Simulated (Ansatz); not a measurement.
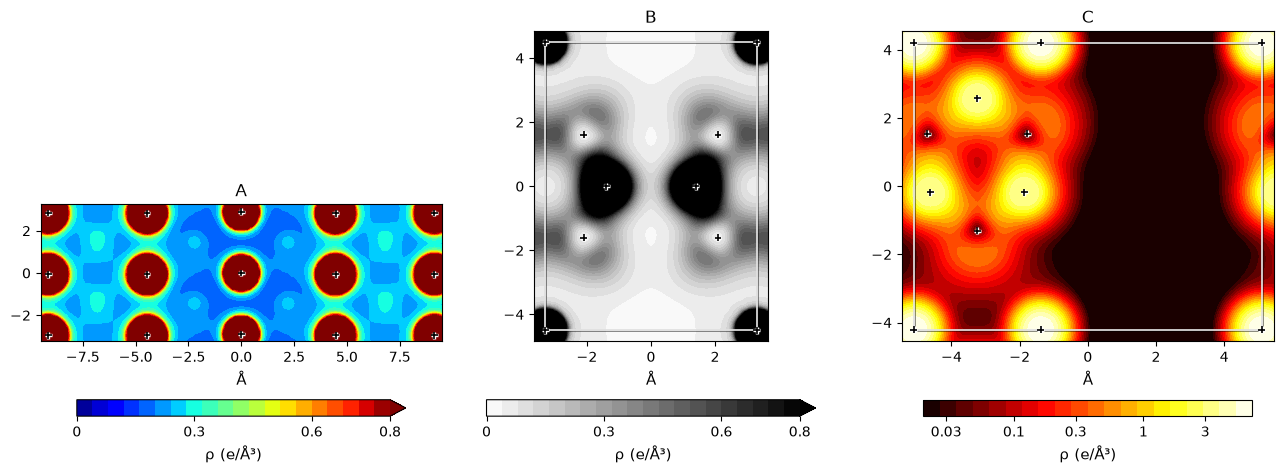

The valence charge density (pseudo) of 3 systems, each on a plane through atoms (crosses mark nuclei in the plane).

Theory: DFT PBE, scalar-relativistic, plane waves, PAW in Ansatz 0.2.0.

System 1: Ta$_{5}$Ti$_{3}$, the (011̄) plane of the conventional cell. Space group Amm2; a generated structure, not necessarily the stable one; computed without spin polarisation.

```
CELL_PARAMETERS angstrom
18.28261 0.00000 0.00000
0.00000 3.30934 0.00000
0.00000 0.00000 4.74260
ATOMIC_POSITIONS crystal
Ti 0.00000 0.00000 0.03658
Ti 0.00000 0.50000 0.53658
Ti 0.12151 0.00000 0.43109
Ti 0.12151 0.50000 0.93109
Ti 0.87849 0.00000 0.43109
Ti 0.87849 0.50000 0.93109
Ta 0.24408 0.00000 0.02018
Ta 0.24408 0.50000 0.52018
Ta 0.75592 0.00000 0.02018
Ta 0.75592 0.50000 0.52018
Ta 0.62794 0.50000 0.01975
Ta 0.62794 0.00000 0.51975
Ta 0.50000 0.00000 0.02310
Ta 0.50000 0.50000 0.52310
Ta 0.37206 0.50000 0.01975
Ta 0.37206 0.00000 0.51975
```

System 2: MgSi$_{4}$N$_{2}$, the (100) plane of the conventional cell. Space group Immm; a generated structure, not necessarily the stable one.

System 3: Ca$_{2}$Si$_{3}$N$_{3}$, the (010) plane of the conventional cell. Space group Amm2; a generated structure, not necessarily the stable one; computed without spin polarisation.

```yaml
crystal:
  lattice:
    - [10.20851, 0.00000, 0.00000]
    - [0.00000, 4.93410, 0.00000]
    - [0.00000, 0.00000, 8.40899]
  atoms:
    - { symbol: Ca, position: [0.81781, 0.00000, 0.40543] }
    - { symbol: Ca, position: [0.81781, 0.50000, 0.90543] }
    - { symbol: Ca, position: [0.18219, 0.00000, 0.40543] }
    - { symbol: Ca, position: [0.18219, 0.50000, 0.90543] }
    - { symbol: Si, position: [0.85575, 0.00000, 0.08831] }
    - { symbol: Si, position: [0.85575, 0.50000, 0.58831] }
    - { symbol: Si, position: [0.14425, 0.00000, 0.08831] }
    - { symbol: Si, position: [0.14425, 0.50000, 0.58831] }
    - { symbol: Si, position: [0.00000, 0.50000, 0.25029] }
    - { symbol: Si, position: [0.00000, 0.00000, 0.75029] }
    - { symbol: N, position: [0.13515, 0.50000, 0.38474] }
    - { symbol: N, position: [0.13515, 0.00000, 0.88474] }
    - { symbol: N, position: [0.86485, 0.50000, 0.38474] }
    - { symbol: N, position: [0.86485, 0.00000, 0.88474] }
    - { symbol: N, position: [0.00000, 0.00000, 0.21279] }
    - { symbol: N, position: [0.00000, 0.50000, 0.71279] }
```

**Which map belongs to which system?**

Panel A is system 1, Ta$_{5}$Ti$_{3}$: the plane holds Ti and Ta. Ta–Ta (2.89 Å): ρ at the midpoint is about 0.3 e/Å³. Panel B is system 2, MgSi$_{4}$N$_{2}$: the plane holds Mg, Si and N. Si–N (1.75 Å): the density is about 1 e/Å³ at the midpoint. Panel C is system 3, Ca$_{2}$Si$_{3}$N$_{3}$: the plane holds Ca, Si and N. Si–N (1.71 Å): ρ at the midpoint is about 1.1 e/Å³.
